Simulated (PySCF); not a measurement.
Geometry relaxation of C3H9FSi

- system: C3H9FSi, SMILES CC(C)(F)[SiH3]
- method: PBE0-D3(BJ)/def2-SVP geometry optimisation, gas phase (PySCF 2.14.0)

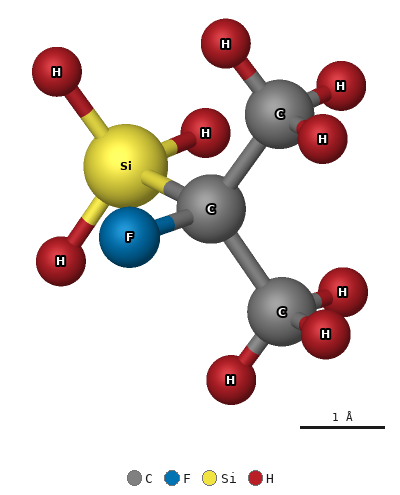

Figure 1. The starting structure (ball-and-stick view, seen at a tilt). Bond lengths as drawn: C–C 1.52 to 1.53 Å, C–F 1.41 Å, C–H 1.07 to 1.12 Å, C–Si 1.93 Å and H–Si 1.44 to 1.48 Å.

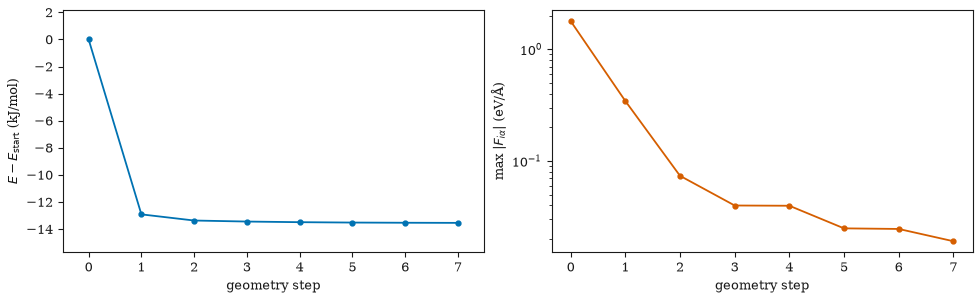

Figure 2. Progress of the relaxation, step by step (steps are counted from 0).

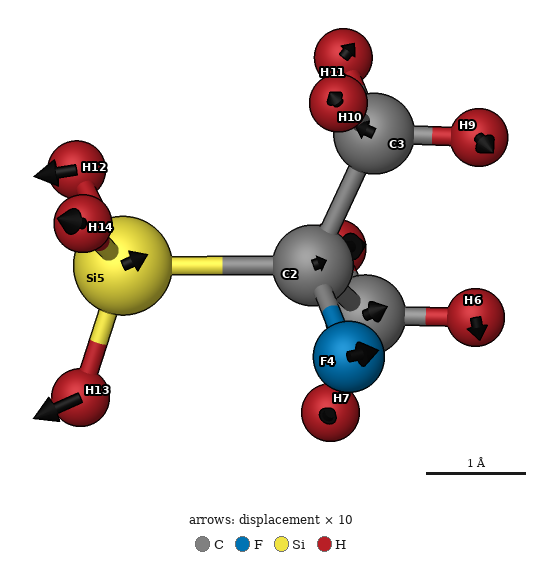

Figure 3. The starting structure with the displacements as black arrows, magnified 10 times (ball-and-stick view, seen at a tilt). The two geometries are laid on each other by the best rigid fit. The largest move after the best rigid fit is that of H13, 0.054 Å. By element the largest moves are H 0.054 Å, F 0.035 Å, Si 0.029 Å, C 0.028 Å. Distances before and after: Si5–H13 1.439 → 1.493 Å, Si5–H14 1.457 → 1.493 Å, C1–H7 1.068 → 1.100 Å, C1–H6 1.120 → 1.102 Å. Among the angles that change: H7–C1–H8 111.3° → 108.4°, H12–Si5–H13 111.9° → 109.1°, H13–Si5–H14 112.5° → 109.8°. Over 7 geometry steps the energy falls by 13.5 kJ/mol. The largest force component goes from 1.8 to 0.019 eV/Å. (Atoms are counted from 1 in the order of the input.)

The input and output of the run follow.

Input file:
```
{"job": {"xc": "PBE0", "basis": "def2-SVP", "d3": "d3bj", "grid": 1, "shake": 0.01, "kind": "geom"}, "charge": 0, "multiplicity": 1}
C     -0.989510    -1.157910    -0.144720
C     -0.123280     0.077270    -0.366530
C     -0.719560     1.316330     0.296480
F     -0.075440     0.339770    -1.755000
Si     1.718980    -0.246240     0.107350
H     -2.029380    -0.919240    -0.486430
H     -0.621880    -1.985450    -0.710220
H     -1.017970    -1.384500     0.901220
H     -1.720140     1.499520    -0.019150
H     -0.104380     2.192900     0.075640
H     -0.717700     1.180400     1.392070
H      1.762300    -0.505640     1.563910
H      2.160350    -1.384040    -0.654500
H      2.470470     0.961770    -0.207880
```

The first line tells a small driver script what to run in PySCF; the rest is the geometry in Å.

Launched with:
```bash
OMP_NUM_THREADS=1 python <driver script> task.json out
```

What the program printed:
```
step   0  E = -508.44383068  max force = 0.034808
step   1  E = -508.44874871  max force = 0.006698
step   2  E = -508.44892165  max force = 0.001431
step   3  E = -508.44895065  max force = 0.000776
step   4  E = -508.44896840  max force = 0.000773
step   5  E = -508.44897898  max force = 0.000485
step   6  E = -508.44898439  max force = 0.000479
step   7  E = -508.44898786  max force = 0.000372
optimisation converged
```

Trajectory as extended XYZ (Å, eV, eV/Å), 7 of the 8 frames kept, from step=0 to step=7:
```
14
Properties=species:S:1:pos:R:3:forces:R:3 step=0 energy=-13835.46135
C    -0.9895   -1.1579   -0.1447   -0.7732   1.7899  -0.7533
C    -0.1233    0.0773   -0.3665   -0.1212   0.1398  -0.1284
C    -0.7196    1.3163    0.2965    1.5670  -0.6689   0.6865
F    -0.0754    0.3398   -1.7550   -0.0727  -0.1431   0.1467
Si    1.7190   -0.2462    0.1074   -1.2595   0.5687   0.3975
H    -2.0294   -0.9192   -0.4864    0.4835  -0.2556   0.1754
H    -0.6219   -1.9854   -0.7102    0.3708  -0.9746  -0.5232
H    -1.0180   -1.3845    0.9012   -0.0634  -0.3984   1.0097
H    -1.7201    1.4995   -0.0192   -1.2338   0.1430  -0.5044
H    -0.1044    2.1929    0.0756    0.0579   0.2247  -0.0849
H    -0.7177    1.1804    1.3921   -0.0625   0.0493  -0.0669
H     1.7623   -0.5056    1.5639    0.1661  -0.1284   0.2928
H     2.1604   -1.3840   -0.6545    0.4611  -0.8392  -0.5017
H     2.4705    0.9618   -0.2079    0.4798   0.4928  -0.1457
14
Properties=species:S:1:pos:R:3:forces:R:3 step=1 energy=-13835.59517
C    -0.7765   -1.1387   -0.0472    0.1428  -0.2726   0.0890
C     0.0440    0.1120   -0.2924   -0.0603  -0.0135   0.0858
C    -0.4991    1.3054    0.4666   -0.3444   0.1389  -0.1313
F    -0.0404    0.4069   -1.6602    0.0359   0.0185  -0.0726
Si    1.9055   -0.1710    0.0632    0.1082  -0.1491   0.0052
H    -1.8176   -0.9811   -0.3642   -0.0723   0.0698  -0.0325
H    -0.3763   -1.9998   -0.6146   -0.0706   0.1513   0.1044
H    -0.7823   -1.4000    1.0265    0.0253   0.0108  -0.1507
H    -1.5520    1.4968    0.1657    0.2765  -0.0660   0.0812
H     0.0816    2.2139    0.2514    0.0165   0.0213  -0.0113
H    -0.4800    1.1307    1.5513    0.0203  -0.0225   0.0466
H     2.1026   -0.4864    1.5143   -0.0180   0.0283  -0.0076
H     2.3971   -1.3347   -0.7401   -0.0259   0.0723   0.0058
H     2.6931    1.0496   -0.2803   -0.0339   0.0124  -0.0120
14
Properties=species:S:1:pos:R:3:forces:R:3 step=2 energy=-13835.59988
C    -0.7760   -1.1428   -0.0449   -0.0211  -0.0254  -0.0045
C     0.0442    0.1091   -0.2887    0.0041   0.0047   0.0736
C    -0.5011    1.3073    0.4654   -0.0699   0.0246  -0.0355
F    -0.0349    0.4033   -1.6588    0.0185  -0.0049  -0.0311
Si    1.9079   -0.1747    0.0652    0.0229  -0.0378   0.0074
H    -1.8181   -0.9729   -0.3621    0.0041   0.0062   0.0093
H    -0.3817   -1.9985   -0.6142   -0.0092   0.0259  -0.0010
H    -0.7798   -1.4097    1.0232    0.0110   0.0017  -0.0146
H    -1.5473    1.4926    0.1669    0.0349  -0.0182   0.0144
H     0.0789    2.2162    0.2457    0.0058  -0.0119  -0.0041
H    -0.4788    1.1342    1.5519    0.0146  -0.0015   0.0001
H     2.1054   -0.4842    1.5165   -0.0024   0.0109   0.0003
H     2.3998   -1.3298   -0.7437   -0.0056   0.0179  -0.0101
H     2.6813    1.0534   -0.2829   -0.0077   0.0078  -0.0041
14
Properties=species:S:1:pos:R:3:forces:R:3 step=4 energy=-13835.60115
C    -0.7788   -1.1454   -0.0413   -0.0106   0.0370  -0.0095
C     0.0455    0.1047   -0.2815   -0.0014  -0.0103   0.0054
C    -0.5042    1.3065    0.4626    0.0397  -0.0153   0.0032
F    -0.0257    0.3935   -1.6553    0.0081  -0.0029  -0.0027
Si    1.9112   -0.1745    0.0688   -0.0176   0.0209   0.0020
H    -1.8224   -0.9658   -0.3478    0.0009  -0.0059   0.0097
H    -0.3928   -1.9943   -0.6236    0.0045  -0.0151  -0.0150
H    -0.7733   -1.4224    1.0233    0.0038  -0.0081   0.0155
H    -1.5507    1.4816    0.1681   -0.0340   0.0063  -0.0046
H     0.0732    2.2139    0.2312   -0.0057   0.0019  -0.0025
H    -0.4729    1.1428    1.5505    0.0002   0.0050  -0.0015
H     2.1170   -0.4809    1.5193    0.0056  -0.0053  -0.0007
H     2.4046   -1.3190   -0.7518    0.0035  -0.0070  -0.0020
H     2.6689    1.0628   -0.2826    0.0029  -0.0012   0.0027
14
Properties=species:S:1:pos:R:3:forces:R:3 step=5 energy=-13835.60144
C    -0.7789   -1.1468   -0.0389    0.0025   0.0170  -0.0008
C     0.0455    0.1029   -0.2793   -0.0052  -0.0036  -0.0190
C    -0.5059    1.3062    0.4605    0.0249  -0.0096   0.0050
F    -0.0229    0.3889   -1.6546    0.0008  -0.0021   0.0082
Si    1.9117   -0.1726    0.0696   -0.0102   0.0177   0.0010
H    -1.8246   -0.9655   -0.3366   -0.0015  -0.0032   0.0054
H    -0.3972   -1.9929   -0.6288    0.0011  -0.0073  -0.0041
H    -0.7657   -1.4292    1.0245    0.0027  -0.0050   0.0054
H    -1.5549    1.4763    0.1695   -0.0148   0.0044  -0.0011
H     0.0676    2.2142    0.2221   -0.0053   0.0033  -0.0032
H    -0.4694    1.1488    1.5491   -0.0026   0.0023  -0.0003
H     2.1226   -0.4809    1.5190    0.0027  -0.0065  -0.0010
H     2.4066   -1.3135   -0.7554    0.0025  -0.0060   0.0023
H     2.6652    1.0676   -0.2809    0.0025  -0.0014   0.0023
14
Properties=species:S:1:pos:R:3:forces:R:3 step=6 energy=-13835.60159
C    -0.7776   -1.1480   -0.0366    0.0066  -0.0019   0.0051
C     0.0449    0.1022   -0.2791   -0.0026   0.0035  -0.0246
C    -0.5074    1.3062    0.4587    0.0032  -0.0013   0.0030
F    -0.0235    0.3860   -1.6550   -0.0039  -0.0021   0.0107
Si    1.9115   -0.1702    0.0691   -0.0005   0.0060   0.0017
H    -1.8256   -0.9675   -0.3265   -0.0021  -0.0002   0.0019
H    -0.3990   -1.9924   -0.6314   -0.0010   0.0008   0.0024
H    -0.7571   -1.4337    1.0260    0.0019  -0.0012  -0.0018
H    -1.5586    1.4725    0.1713    0.0016   0.0003   0.0013
H     0.0621    2.2152    0.2148   -0.0023   0.0015  -0.0026
H    -0.4666    1.1531    1.5477   -0.0017   0.0000   0.0003
H     2.1248   -0.4815    1.5176   -0.0007  -0.0035  -0.0009
H     2.4079   -1.3097   -0.7575    0.0008  -0.0017   0.0026
H     2.6637    1.0712   -0.2795    0.0007  -0.0003   0.0008
14
Properties=species:S:1:pos:R:3:forces:R:3 step=7 energy=-13835.60168
C    -0.7753   -1.1494   -0.0338    0.0048  -0.0125   0.0073
C     0.0440    0.1020   -0.2800    0.0018   0.0072  -0.0191
C    -0.5090    1.3062    0.4568   -0.0112   0.0048   0.0007
F    -0.0269    0.3836   -1.6561   -0.0058  -0.0023   0.0085
Si    1.9111   -0.1674    0.0676    0.0053  -0.0044   0.0022
H    -1.8257   -0.9710   -0.3162   -0.0010   0.0013  -0.0004
H    -0.3990   -1.9926   -0.6320   -0.0016   0.0046   0.0043
H    -0.7471   -1.4367    1.0284    0.0008   0.0015  -0.0043
H    -1.5620    1.4689    0.1735    0.0095  -0.0025   0.0018
H     0.0565    2.2163    0.2080    0.0006  -0.0003  -0.0009
H    -0.4637    1.1564    1.5462    0.0003  -0.0010   0.0004
H     2.1248   -0.4816    1.5154   -0.0027   0.0005  -0.0005
H     2.4092   -1.3061   -0.7593   -0.0003   0.0022   0.0007
H     2.6628    1.0749   -0.2788   -0.0006   0.0009  -0.0007
```

Results in brief:

| quantity | value |
| --- | --- |
| outcome | converged |
| total energy | −508.448988 hartree |
| dipole moment | 1.68 D |
| point group | Cs |
| hardware | 1 CPU thread, shared host |
| wall time | 35 s |
| peak memory | 0.5 GiB |
